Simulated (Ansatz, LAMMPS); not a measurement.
# Relaxing glassy 82SiO2-11Al2O3-4ZnO-4MgO (mol %) (88 atoms), part 3 of 3

Aim: bring glassy 82SiO2-11Al2O3-4ZnO-4MgO (mol %) (88 atoms) to a nearby minimum of the energy and see what moves.

Ansatz 0.2.0; Kohn-Sham DFT, PBEsol, PAW (set soft_2), plane waves.

The cell: 23 Si, 6 Al, 1 Zn, 1 Mg and 57 O. The quench rate of 6 K/ps is many orders above laboratory rates. The starting topology of bonds comes from the classical model. Sampling is at Γ alone, for a cell whose shortest periodic width is 11 Å.

So far, density (g/cm³): step 5 (local order after relaxation) 2.56.

### 6. Single point at the relaxed geometry

The electronic structure is read at the final geometry, in a run of its own.

File input.yaml:

```yaml
crystal:
  lattice:
    - [10.6127, -0.05391, -0.07683]
    - [-0.05391, 10.50129, 0.05199]
    - [-0.07683, 0.05199, 10.54567]
  atoms:
    - { symbol: Si, position: [0.69514, 0.57841, 0.7428] }
    - { symbol: Si, position: [0.72332, 0.16339, 0.95167] }
    - { symbol: Si, position: [0.5708, 0.38692, 0.36592] }
    - { symbol: Si, position: [0.91227, 0.03675, 0.14196] }
    - { symbol: Si, position: [0.10521, 0.36866, 0.70892] }
    - { symbol: Si, position: [0.23128, 0.86051, 0.67255] }
    - { symbol: Si, position: [0.26406, 0.00387, 0.9133] }
    - { symbol: Si, position: [0.94051, 0.29151, 0.2779] }
    - { symbol: Si, position: [0.78696, 0.53536, 0.23881] }
    - { symbol: Si, position: [0.82165, 0.32818, 0.73565] }
    - { symbol: Si, position: [0.48984, 0.25018, 0.10516] }
    - { symbol: Si, position: [0.20847, 0.54684, 0.13672] }
    - { symbol: Si, position: [0.88592, 0.76321, 0.85464] }
    - { symbol: Si, position: [0.13949, 0.22567, 0.46306] }
    - { symbol: Si, position: [0.51917, 0.03719, 0.77006] }
    - { symbol: Si, position: [0.51327, 0.79606, 0.33618] }
    - { symbol: Si, position: [0.66094, 0.67189, 0.00236] }
    - { symbol: Si, position: [0.36844, 0.56229, 0.37478] }
    - { symbol: Si, position: [0.38794, 0.0236, 0.25988] }
    - { symbol: Si, position: [0.74155, 0.19455, 0.48647] }
    - { symbol: Si, position: [0.15353, 0.96235, 0.40696] }
    - { symbol: Si, position: [0.1608, 0.61626, 0.55801] }
    - { symbol: Si, position: [0.76484, 0.92017, 0.38167] }
    - { symbol: Al, position: [0.50104, 0.77798, 0.63537] }
    - { symbol: Al, position: [0.09593, 0.80327, 0.04977] }
    - { symbol: Al, position: [0.2321, 0.29823, 0.9806] }
    - { symbol: Al, position: [0.01811, 0.69332, 0.31857] }
    - { symbol: Al, position: [0.38881, 0.77664, 0.0711] }
    - { symbol: Al, position: [0.43532, 0.1637, 0.50142] }
    - { symbol: Zn, position: [0.75406, 0.93121, 0.65096] }
    - { symbol: Mg, position: [0.93653, 0.74017, 0.59906] }
    - { symbol: O, position: [0.95638, 0.39938, 0.73022] }
    - { symbol: O, position: [0.79861, 0.21702, 0.62746] }
    - { symbol: O, position: [0.7778, 0.76722, 0.96197] }
    - { symbol: O, position: [0.54144, 0.75927, 0.02673] }
    - { symbol: O, position: [0.42898, 0.10926, 0.14077] }
    - { symbol: O, position: [0.8087, 0.06026, 0.02784] }
    - { symbol: O, position: [0.21101, 0.12765, 0.97743] }
    - { symbol: O, position: [0.39318, 0.32164, 0.0147] }
    - { symbol: O, position: [0.41438, 0.00729, 0.87757] }
    - { symbol: O, position: [0.46967, 0.65187, 0.29737] }
    - { symbol: O, position: [0.29184, 0.63829, 0.48294] }
    - { symbol: O, position: [0.59866, 0.26373, 0.46777] }
    - { symbol: O, position: [0.69921, 0.57597, 0.11857] }
    - { symbol: O, position: [0.60623, 0.65338, 0.64499] }
    - { symbol: O, position: [0.71679, 0.04083, 0.47696] }
    - { symbol: O, position: [0.29136, 0.22796, 0.45505] }
    - { symbol: O, position: [0.51702, 0.32681, 0.2374] }
    - { symbol: O, position: [0.10239, 0.66814, 0.16991] }
    - { symbol: O, position: [0.4797, 0.81968, 0.47842] }
    - { symbol: O, position: [0.23832, 0.93702, 0.53675] }
    - { symbol: O, position: [0.84011, 0.64643, 0.7501] }
    - { symbol: O, position: [0.65417, 0.84305, 0.30534] }
    - { symbol: O, position: [0.82167, 0.83528, 0.49633] }
    - { symbol: O, position: [0.18747, 0.95492, 0.785] }
    - { symbol: O, position: [0.26303, 0.50819, 0.27841] }
    - { symbol: O, position: [0.30891, 0.63348, 0.06179] }
    - { symbol: O, position: [0.82756, 0.24572, 0.37444] }
    - { symbol: O, position: [0.06821, 0.32149, 0.36074] }
    - { symbol: O, position: [0.42371, 0.87055, 0.22258] }
    - { symbol: O, position: [0.64357, 0.09523, 0.83912] }
    - { symbol: O, position: [0.80984, 0.26779, 0.8769] }
    - { symbol: O, position: [0.88611, 0.42003, 0.20947] }
    - { symbol: O, position: [0.06972, 0.84123, 0.3704] }
    - { symbol: O, position: [0.45585, 0.45315, 0.44022] }
    - { symbol: O, position: [0.62981, 0.23188, 0.0483] }
    - { symbol: O, position: [0.96637, 0.17957, 0.17687] }
    - { symbol: O, position: [0.71479, 0.43252, 0.69873] }
    - { symbol: O, position: [0.07062, 0.087, 0.4364] }
    - { symbol: O, position: [0.23971, 0.00653, 0.28646] }
    - { symbol: O, position: [0.03446, 0.61255, 0.46876] }
    - { symbol: O, position: [0.18536, 0.33393, 0.8291] }
    - { symbol: O, position: [0.69203, 0.47811, 0.34956] }
    - { symbol: O, position: [0.35782, 0.78758, 0.71091] }
    - { symbol: O, position: [0.12524, 0.74389, 0.64496] }
    - { symbol: O, position: [0.89388, 0.87727, 0.74875] }
    - { symbol: O, position: [0.86277, 0.6594, 0.28466] }
    - { symbol: O, position: [0.01335, 0.93319, 0.10199] }
    - { symbol: O, position: [0.63702, 0.57653, 0.88335] }
    - { symbol: O, position: [0.46488, 0.1255, 0.65741] }
    - { symbol: O, position: [0.58322, 0.90916, 0.70735] }
    - { symbol: O, position: [0.25539, 0.87444, 0.01421] }
    - { symbol: O, position: [0.84635, 0.98455, 0.27203] }
    - { symbol: O, position: [0.17249, 0.49428, 0.64628] }
    - { symbol: O, position: [0.47041, 0.05804, 0.38211] }
    - { symbol: O, position: [0.0995, 0.25625, 0.60566] }
    - { symbol: O, position: [0.15794, 0.41914, 0.07273] }
    - { symbol: O, position: [0.02149, 0.73694, 0.91835] }
kpoints:
  mp_grid: { grid: [1, 1, 1] }
hamiltonian:
  xc: pbesol
scf:
  occupations: { method: gaussian, width: 0.05 }
output:
  forces: true
  stress: true
  populations: true
  dos:
    method: { smearing: { sigma: 0.15 } }
    de: 0.1
    projected: { site_lists: { Al: [Al], Mg: [Mg], O: [O], Si: [Si], Zn: [Zn] } }
  eigenvalues: true
  write_density: true
  write_potential: true
  volumetric_format: npy
```

Started as:

```sh
$ ansatz run input.yaml --threads 4 --pin off --max-ram 8192MiB --backend cpu --events-out ev --progress --plain --runs-dir out
```

Numbers of over 12 decimals in the logs are rounded to 6 here.

Output:

```text
[...]
Crystal: 88 atoms, lattice volume = 1175.163 Å³
Basis set: ecut = 420 eV, 23003 PW (Γ), exchange–correlation on 144×144×144 points (8 copies of the dense FFT grid, shifted against one another)
Bands: 325, of which v1, the nominal top of the filled ones, is band 237 counted from 1 (236 counted from 0)
Symmetry: 1 space group operations
[...]
k-points: 1
[...]
SCF iter   1: F=—  HF=-54699.384014 eV  |F-HF|=—  |Δ(HF+E_count)|=         —  Δρ=1.17e-2  dr2=1.27e0  ethr=1.77e-3  ⟨swp⟩=5.0  Hψ=1420  notcnv=0  defer=81
[...]
SCF iter  10: F=-54699.025527 eV  HF=-54699.025527 eV  |F-HF|=1.98e-8  |Δ(HF+E_count)|=   1.10e-7  Δρ=1.04e-6  dr2=1.39e-8  ethr=2.11e-11  ⟨swp⟩=20.0  Hψ=2979  notcnv=0
SCF 1 converged in 10 iterations: F = -54699.025527 eV  dr2 = 1.39e-8
[...]
WARN: The input density's exchange-correlation potential varies sharply where the density is thin. Do not read a vacuum level from v_tot or v_xc, or from such a field of the output density. On a cell that repeats whose density bears no net charge and no dipole along the vacuum's axis use v_es (v_loc + v_h of the components); [...]
SCF converged after 10 iterations
Free energy (F): -54699.025527 eV
[...]
Internal energy: -54699.025527 eV  (E = F + TS)
E sigma→0 (E₀):  -54699.025527 eV
Fermi energy:    4.839129 eV
[...]
--- Forces (eV/Å), atoms counted from 1 ---
  atom   1  Si    -0.00091004    -0.00119479    -0.00329459
  atom   2  Si     0.00570213     0.00052693    -0.01126077
  atom   3  Si     0.01028169    -0.00766502    -0.01338460
  atom   4  Si    -0.00921271     0.00275983    -0.00528438
  atom   5  Si     0.01887686     0.00197938    -0.00060391
  atom   6  Si    -0.00372143     0.00445915    -0.00132994
  atom   7  Si    -0.00328660    -0.00826493    -0.00558979
  atom   8  Si     0.00090677     0.01070040    -0.00071308
  atom   9  Si    -0.00017582    -0.01191657    -0.00621191
  atom  10  Si     0.00499512     0.00750507    -0.00529186
  atom  11  Si    -0.00747813    -0.00318951    -0.00102570
  atom  12  Si    -0.00054790    -0.00709392    -0.00394403
  atom  13  Si     0.00041506     0.00023592     0.00708155
  atom  14  Si    -0.00608030     0.00257182    -0.00190623
[...]
atom  87  O     -0.00064387     0.00391577     0.00186926
  atom  88  O     -0.00376959    -0.00082820     0.00111433
  max |Σ_I F_I| component: 3.79e-5 eV/Å
--- Stress (GPa, compression-positive) ---
        0.013779      -0.009568      -0.017793
       -0.009563      -0.018365       0.012007
       -0.017790       0.012005      -0.004676
  P = ⅓ Tr σ = -0.0031 GPa (-0.031 kbar)
--- Band table (eV) ---
[...]
--- Löwdin populations: 88 sites ---
  site symbol       q [e]
     0     Si      2.2724
     1     Si      2.2237
     2     Si      2.2592
[...]
87      O      6.8139
  spilling = 0.012609 (of n_electrons = 474.000000)
```

Elapsed: 19 s, on 4 threads of Arm Neoverse V1, shared host; peak memory 1.4 GiB.

The program notes that the exchange-correlation potential is rough where the density is thin.

Numbers from this run:

```yaml
free_energy: -54699.0255 eV
free_energy_per_atom: -621.5798 eV/atom
scf_cycles: 10
pressure: -0.003088 GPa
r_m_s_force_component: 0.00582 eV/Å
longest_force: 0.03207 eV/Å
fermi_energy: 4.839 eV
spacing_of_highest_filled_and_lowest_empty_level: 4.18 eV
spilling_of_the_projection: 0.01261
```

Löwdin charges by element and coordination (they lack the spilled electrons, 0.068 e an atom on average):

```
element  coordination  atoms  mean charge (e)  spread   least    most
     Al           all      6             1.37   0.027    1.33    1.40
     Mg           all      1             1.66       0    1.66    1.66
      O           all     57           -0.795  0.0496   -1.01  -0.732
      O             2     46           -0.784  0.0259  -0.831  -0.745
      O             3     11           -0.842  0.0849   -1.01  -0.732
     Si           all     23             1.74  0.0243    1.66    1.78
     Zn           all      1             1.51       0    1.51    1.51
```

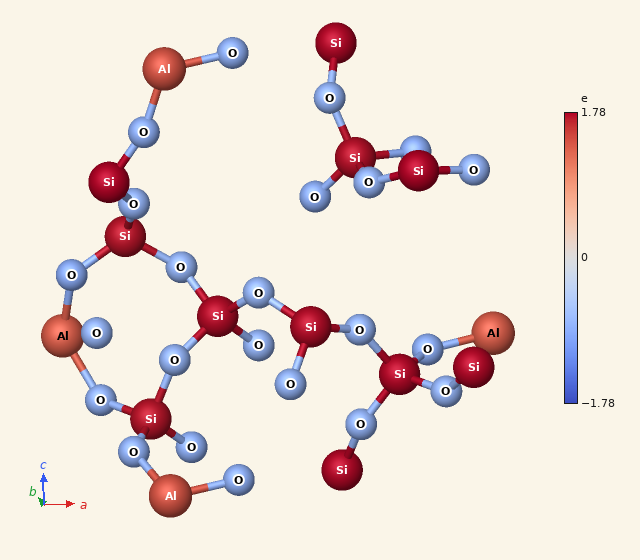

Atoms coloured by Löwdin charge. Drawn is a slice 5 Å thick, seen along the normal of the ac plane. Bonds to atoms that aren't drawn are left out.

States in the cell by windows of 1 eV, zero at the Fermi level; the larger projections on atomic orbitals stand beside the total:

```
from (eV)  to (eV)  total   O p  Si p
      -18      -12    0.0   0.0   0.0
      -12      -11    6.9   4.6   0.3
      -11      -10   14.7   9.9   0.9
      -10       -9   16.3  11.4   1.6
       -9       -8   25.9  19.2   3.9
       -8       -7   41.8  29.1   5.2
       -7       -6   38.7  28.8   3.4
       -6       -5   44.6  38.3   2.4
       -5       -4   62.2  56.9   2.0
       -4       -3   69.3  65.3   1.3
       -3       -2   30.9  29.5   0.4
       -2       -1    0.5   0.5   0.0
       -1        1    0.0   0.0   0.0
        1        2    0.3   0.0   0.0
        2        3    1.7   0.1   0.0
        3        4    4.0   0.5   0.4
        4        5   13.5   1.5   2.6
```

Between -26 and -18 eV lie 114 more states.

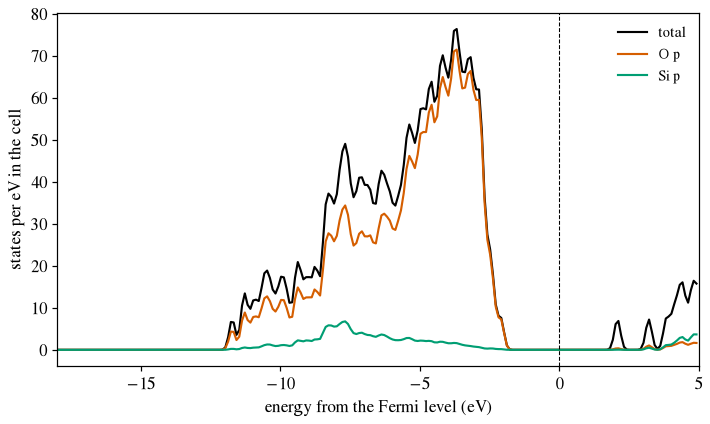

Total and projected density of states, with the broadening of the input.

The levels nearest the highest filled one (over half full), pooled over k-points and spins:

```
level less the highest filled one (eV)  occupation
                                -0.584           2
                                -0.501           2
                                -0.406           2
                                -0.364           2
                                -0.251           2
                                     0           2
                                  4.18           0
                                  5.30           0
                                  5.94           0
                                  6.19           0
                                  6.36           0
                                  6.49           0
```

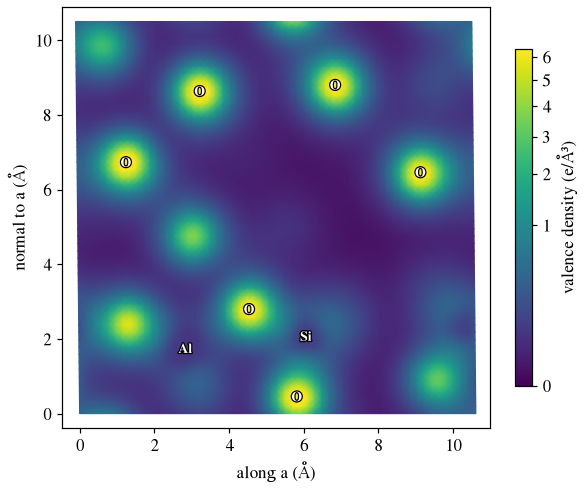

Valence density in the ab plane at fractional z = 0.483, with atoms of Si and Al and O within 0.2 Å of it. It is the smooth field of the valence electrons, not physical close to the nuclei. The map starts off the cell's origin, so that atoms lie inside it. The colour scale is stretched toward low values.

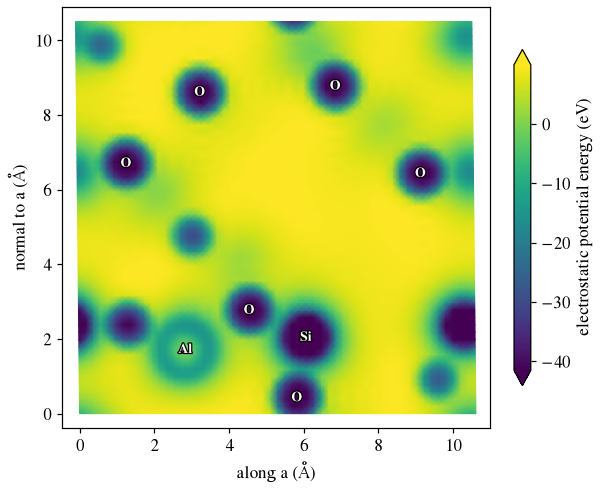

Electrostatic potential energy in the ab plane at fractional z = 0.483, with atoms of Si and Al and O within 0.2 Å of it. With pseudopotentials it is smooth inside the atoms' cores, unlike the true potential. The map starts off the cell's origin, so that atoms lie inside it.

Mean Löwdin charges: Al +1.37, Mg +1.66, O -0.80, Si +1.74, Zn +1.51 e (they miss 1.3 % of the electrons, so they add up to more than the cell's charge).

Local excerpt of 14 atoms (numbers count through the whole input) about O54, which has 3 bonded neighbours where the commonest count for O is 2; x, y, z are measured from there.

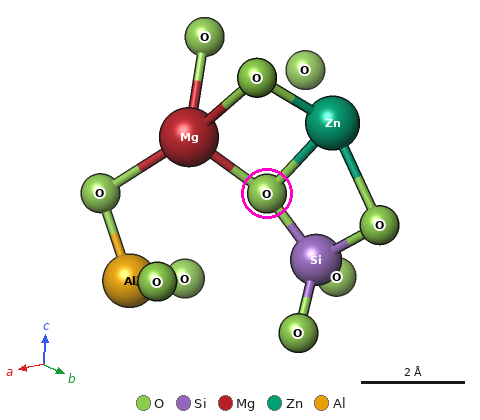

The atoms of the table, within 3.4 Å (arrows a, b, c point along x, y, z); some may hide others; the central atom is ringed.

```
atom      x      y      z  distance (Å)  bonds  Löwdin charge (e)
 O54   0.00   0.00   0.00          0.00      3              -1.01
Si23  -0.60   0.89  -1.20          1.61      4               1.72
Mg31   1.22  -1.00   1.07          1.90      5               1.66
Zn30  -0.73   1.02   1.64          2.07      4               1.51
 O46  -1.12   2.16  -0.19          2.44      3              -0.80
 O53  -1.76   0.08  -2.00          2.67      2              -0.75
 O76   0.74   0.45   2.66          2.80      3              -0.98
 O83   0.27   1.55  -2.36          2.84      2              -0.77
 O77   0.46  -1.86  -2.24          2.95      2              -0.82
 O64   2.64   0.04  -1.35          2.97      2              -0.82
Al27   2.11  -1.51  -1.90          3.21      4               1.33
 O71   2.27  -2.35  -0.32          3.29      3              -0.86
 O52   0.19  -1.97   2.66          3.32      3              -0.85
 O45  -2.29  -1.89   1.57          3.36      2              -0.82
```

The column of bonds counts only the pairs O-Si within 2.12 Å, O-Al within 2.43 Å, O-Mg within 2.62 Å, O-Zn within 2.50 Å; other neighbours, such as metal atoms beside each other in a compound, aren't counted, and periodic images can show an atom twice.

### 7. Summary of results

```json
{
 "energy change in the relaxation": "-84.19 meV/atom",
 "r.m.s. displacement": "0.206 Å",
 "largest displacement": "0.528 Å",
 "free energy per atom": "-621.5798 eV/atom",
 "pressure": "-0.003088 GPa",
 "r.m.s. force component": "0.00582 eV/Å",
 "gap (highest filled to lowest empty level)": "4.18 eV",
 "wall time of the 3 DFT runs": "4 min"
}
```

Relaxation lowers the energy by 84.2 meV/atom and moves atoms by 0.21 Å r.m.s.; the r.m.s. force component goes from 1.4 to 0.0058 eV/Å, the pressure goes from 4.7 to -0.0031 GPa, and the gap from 3.79 to 4.18 eV. Displacements are taken in the final cell, so they leave out its strain. By the final cutoffs no bond was broken or made. The cell shrank by 0.3 % in volume. From the first step to the last the energy fell by 7.409 eV, across changes of basis, and the largest move was 0.53 Å (O86). The O-Zn bonds change most in mean length: from 2.053 Å (spread 0.132) to 2.017 Å (spread 0.121). With the cutoffs above, all Al atoms have 4, all Mg atoms have 5, 81 % of O atoms have 2 and all Si atoms have 4 bonded neighbours. Counting bonds to Si and Al alone, not to Zn, 90 % of the oxygens join two of these atoms and 4 % one; 7 % join three. Between filled and empty levels lie 4.18 eV (at Γ alone); a semilocal functional tends to put such gaps too low. In a disordered cell it changes from sample to sample, and tail or defect levels can set it.

Caveats: The starting topology of bonds comes from the classical model; DFT moved the atoms only locally, and no bond changed.

[Logs are printed without paths, hosts, clocks, repeated set-up lines and the standing remarks that a program may print on its own settings, such as how far it seeks lower states.]

[Hosts, paths, dates, database ids (printed as entryN), source tags and the programs' standing remarks are cut or masked in the printed files.]
